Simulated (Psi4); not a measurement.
**SiCl3O (SMILES [O][Si](Cl)(Cl)Cl) at UMP3/def2-SVP**

Aim: the vertical ionisation energy of SiCl3O at UMP3/def2-SVP, from 2 runs. 

The calculation is run with Psi4 1.11.

5 further runs of the same task are left out: 3 that didn't finish, 2 set aside as unsound or not needed. Runs told in other sessions of the task aren't counted.

## 1. Starting point

SiCl3O has 5 atoms, charge 0, and is taken as a doublet. SMILES: `[O][Si](Cl)(Cl)Cl`. The shape is that of a PBE0-D4/def2-TZVP optimisation.

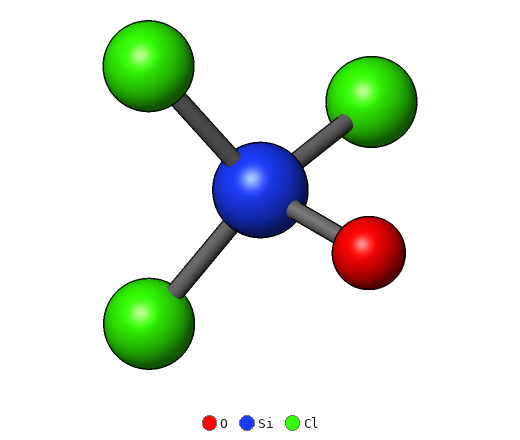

The structure, seen from a chosen angle (oxygen red, silicon blue, chlorine green).

## 2. A single-point energy at UMP3/def2-SVP

job.in

```
memory 2200 mb

molecule m {
  0 2
  O      0.815000    -1.070800     1.039300
  Si     0.038600    -0.018800     0.041000
  Cl    -1.536500     0.855600     0.950500
  Cl    -0.542800    -1.265500    -1.438700
  Cl     1.275600     1.425900    -0.633600
  units angstrom
  symmetry c1
}

set reference uhf
set puream true
set e_convergence 1e-09
set d_convergence 1e-08
set scf_type pk
set num_frozen_docc 21
set maxiter 100
set mp_type conv

result, w = energy('mp3/def2-SVP', return_wfn=True)
```

The run is started by

```sh
$ psi4 job.in job.out -n 1
```

job.out:

```text
[...]
  Running in c1 symmetry.
[...]
  Nuclear repulsion =  433.997072395605301
[...]
  Multiplicity = 2
[...]
  Nalpha       = 37
  Nbeta        = 36
[...]
    Number of basis functions: 86
[...]
   @UHF iter   1: -1741.41567863044020   -8.46895e-02   7.82867e-03 ADIIS/DIIS
[...]
   @UHF iter  22: -1741.84849664852482   -4.23597e-10   8.89683e-09 DIIS
[...]
   @S^2 Observed:                7.554646870E-01
[...]
    Orbital Energies [Eh]
    ---------------------
    Alpha Occupied:
       1A   -104.825394     2A   -104.825353     3A   -104.824072
       4A    -68.920019     5A    -20.655892     6A    -10.590441
       7A    -10.590417     8A    -10.589123     9A     -8.064928
      10A     -8.064904    11A     -8.064005    12A     -8.062281
      13A     -8.062256    14A     -8.062099    15A     -8.062075
      16A     -8.061131    17A     -8.060698    18A     -6.278748
      19A     -4.390680    20A     -4.390143    21A     -4.389927
      22A     -1.396039    23A     -1.162164    24A     -1.124383
      25A     -1.122192    26A     -0.737878    27A     -0.708503
      28A     -0.637224    29A     -0.635989    30A     -0.583840
      31A     -0.563981    32A     -0.522217    33A     -0.517350
      34A     -0.515427    35A     -0.491203    36A     -0.487857
[...]
  @UHF Final Energy: -1741.84849664852482
   => Energetics <=
    Nuclear Repulsion Energy =            433.9970723956053007
    One-Electron Energy =               -3273.6484856430715809
    Two-Electron Energy =                1097.8029165989414651
    Total Energy =                      -1741.8484966485248151
  UHF NO Occupations:
  HONO-2 :   35  A 1.9994604
  HONO-1 :   36  A 1.9985700
  HONO-0 :   37  A 1.0000000
  LUNO+0 :   38  A 0.0014300
  LUNO+1 :   39  A 0.0005396
[...]
 Multipole Moments:
 ------------------------------------------------------------------------------------
     Multipole            Electronic (a.u.)      Nuclear  (a.u.)        Total (a.u.)
 ------------------------------------------------------------------------------------
 L = 1.  Multiply by 2.5417464519 to convert [e a0] to [Debye]
 Dipole X            :         -0.5887676            0.4849472           -0.1038204
 Dipole Y            :          0.8570344           -0.6090961            0.2479383
 Dipole Z            :         -0.7360440            0.6408376           -0.0952064
 Magnitude           :                                                    0.2851601
[...]
	SCS-MP2 Total Energy (a.u.)        : -1742.44492394046642
	SOS-MP2 Total Energy (a.u.)        : -1742.43409825609115
[...]
	SOS-PI-MP2 Total Energy (a.u.)     : -1742.47914453359613
[...]
	MP2 Total Energy (a.u.)            : -1742.46657530921743
[...]
	SCS-MP3 Total Energy (a.u.)        : -1742.45586859010109
[...]
	MP3 Total Energy (a.u.)            : -1742.51035390775610
[...]
```

It took 17 s on 1 thread of Intel Xeon Platinum 8259CL at 2.50GHz (Skylake/Cascade Lake), shared host; peak memory 0.48 GiB.

## 3. The singlet cation

input.inp

```
memory 2.2 GB

molecule mol {
  1 1
  O      0.815000    -1.070800     1.039300
  Si     0.038600    -0.018800     0.041000
  Cl    -1.536500     0.855600     0.950500
  Cl    -0.542800    -1.265500    -1.438700
  Cl     1.275600     1.425900    -0.633600
  symmetry c1
  no_reorient
  no_com
}

set globals {
  puream          true
  e_convergence   1e-09
  d_convergence   1e-08
  scf_type        pk
  num_frozen_docc 21
  mp_type         conv
}

energy_value, wavefunction = energy("mp3/def2-SVP", return_wfn=True)
```

The run is started by

```sh
$ psi4 -i input.inp -o input.out -n 1
```

input.out:

```text
[...]
  Running in c1 symmetry.
[...]
  Nuclear repulsion =  433.997072395605301
[...]
  Multiplicity = 1
[...]
  Nalpha       = 36
  Nbeta        = 36
[...]
    Number of basis functions: 86
[...]
   @RHF iter   1: -1740.82508040761945    5.05909e-01   8.43235e-03 ADIIS/DIIS
[...]
   @RHF iter  24: -1741.31506391251446   -2.36241e-10   6.01545e-09 DIIS
[...]
    Orbital Energies [Eh]
    ---------------------
    Doubly Occupied:
       1A   -105.090990     2A   -105.024936     3A   -105.024815
       4A    -69.152609     5A    -21.084874     6A    -10.852663
       7A    -10.788393     8A    -10.788277     9A     -8.326529
      10A     -8.324013    11A     -8.323034    12A     -8.262621
      13A     -8.262506    14A     -8.259806    15A     -8.259690
      16A     -8.259525    17A     -8.259411    18A     -6.513151
      19A     -4.626108    20A     -4.624136    21A     -4.622978
      22A     -1.688102    23A     -1.382083    24A     -1.334343
      25A     -1.312215    26A     -1.052675    27A     -0.980233
      28A     -0.884065    29A     -0.812847    30A     -0.783584
      31A     -0.733383    32A     -0.727393    33A     -0.711456
      34A     -0.696987    35A     -0.677672    36A     -0.666482
[...]
  @RHF Final Energy: -1741.31506391251446
   => Energetics <=
    Nuclear Repulsion Energy =            433.9970723956053007
    One-Electron Energy =               -3256.2751001852284389
    Two-Electron Energy =                1080.9629638771086775
    Total Energy =                      -1741.3150639125144608
[...]
 Multipole Moments:
 ------------------------------------------------------------------------------------
     Multipole            Electronic (a.u.)      Nuclear  (a.u.)        Total (a.u.)
 ------------------------------------------------------------------------------------
 L = 1.  Multiply by 2.5417464519 to convert [e a0] to [Debye]
 Dipole X            :         12.7174829          -12.4769167            0.2405662
 Dipole Y            :        -16.7415052           15.9538238           -0.7876814
 Dipole Z            :         19.3438573          -19.2415694            0.1022879
 Magnitude           :                                                    0.8299258
[...]
	SCS-MP2 Total Energy (a.u.)        : -1741.94057737297840
	SOS-MP2 Total Energy (a.u.)        : -1741.93150197139221
[...]
	SOS-PI-MP2 Total Energy (a.u.)     : -1741.97892028361366
[...]
	MP2 Total Energy (a.u.)            : -1741.95872817615009
[...]
	SCS-MP3 Total Energy (a.u.)        : -1741.94996812450972
[...]
	MP3 Total Energy (a.u.)            : -1741.99629118227563
[...]
```

It took 9.3 s on 1 thread of Intel Xeon Platinum 8259CL at 2.50GHz (Skylake/Cascade Lake), shared host; peak memory 0.48 GiB.

## 4. Summary of results

At UMP3/def2-SVP, 21 core orbitals frozen:

| quantity | value |
| --- | --- |
| doublet SiCl3O: total energy | -1742.51035 Eh |
| doublet SiCl3O: HOMO energy (Hartree–Fock orbitals) (highest over α and β) | -12.96 eV |
| doublet SiCl3O: LUMO energy (Hartree–Fock orbitals) (lowest over α and β) | 0.68 eV |
| doublet SiCl3O: correlation energy (21 core orbitals frozen) | -661.9 mEh |
| doublet SiCl3O: ⟨S²⟩ of the reference determinant | 0.755 |
| singlet cation: total energy | -1741.99629 Eh |
| singlet cation: HOMO energy (Hartree–Fock orbitals) | -18.14 eV |
| singlet cation: LUMO energy (Hartree–Fock orbitals) | -11.53 eV |
| singlet cation: HOMO–LUMO gap (Hartree–Fock orbitals) | 6.60 eV |
| singlet cation: correlation energy (21 core orbitals frozen) | -681.2 mEh |
| vertical ionisation energy (to the singlet cation) | 13.988 eV |

What this shows: The vertical ionisation energy comes to 13.99 eV (323 kcal/mol). Only the singlet of the ionised species was computed; a triplet could lie lower.
